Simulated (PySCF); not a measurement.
C₁₂H₁₀I (cation, charge +1), SMILES c1ccc([I+]c2ccccc2)cc1 at its GFN2-xTB optimised geometry (Å):

```
23

C      1.4895    -3.1997     2.9510
C      0.6683    -2.2006     3.4501
C     -0.2386    -1.5580     2.6216
C     -0.2803    -1.9387     1.2931
C      0.5195    -2.9352     0.7658
C      1.4154    -3.5654     1.6166
I     -1.6687    -0.9226    -0.0243
C     -0.6330     0.9917     0.0000
C      0.7479     0.9917     0.0000
C      1.3923     2.2195     0.0153
C      0.6612     3.3968     0.0161
C     -0.7235     3.3597     0.0077
C     -1.3926     2.1444     0.0000
H      2.1851    -3.6996     3.6066
H      0.7207    -1.9189     4.4901
H     -0.8861    -0.7876     3.0098
H      0.4532    -3.2225    -0.2719
H      2.0500    -4.3460     1.2273
H      1.3171     0.0750    -0.0080
H      2.4707     2.2454     0.0191
H      1.1734     4.3460     0.0199
H     -1.2954     4.2743     0.0065
H     -2.4707     2.1112    -0.0081
```

Method: PySCF with CAM-B3LYP/def2-SVP, def2 effective core potentials past Kr. The core electrons that the potentials of I replace are not part of the density. Cells within 0.4 Å of a nucleus heavier than hydrogen are left out (blank, or x).

Map of the electron localisation function on the plane z = 0.0 Å:

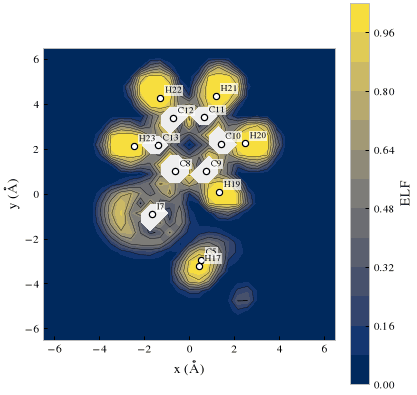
Electron localisation function on the plane z = 0.0 Å.
